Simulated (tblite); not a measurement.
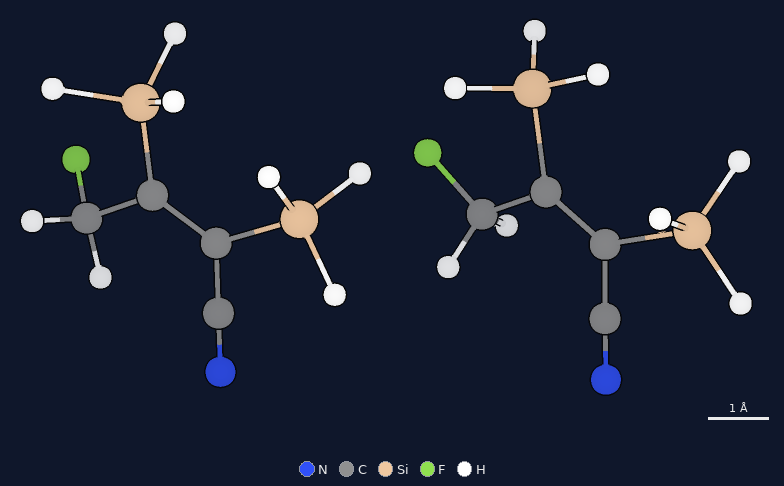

Two geometries of C₄H₈FNSi₂, drawn at one scale. One is the start of a relaxation, the other its converged end. A ball-and-stick model, seen at a tilt.

Computed with GFN2-xTB geometry optimisation, gas phase in tblite. 

Which of the two is the end point?

Answer. The right one is the relaxed one. The largest move after the best rigid fit is that of an H atom, 1.10 Å. By element the largest moves are H 1.10 Å, F 1.00 Å, N 0.43 Å, Si 0.33 Å, C 0.29 Å. Near-neighbour distances that change, for instance: Si–Si 3.296 → 3.640 Å, C–Si 1.814 → 1.900 Å, H–Si 1.500 → 1.461 Å, C–N 1.183 → 1.149 Å. Bond angles that change, for instance: C–Si–H 116.5° → 108.2°, C–C–H 104.3° → 112.0°, C–C–Si 120.2° → 113.9°. Groups turn about C–C by about 60°, C–Si by about 35°, C–Si by about 30°. After 197 geometry steps the energy has fallen by 0.634 eV.
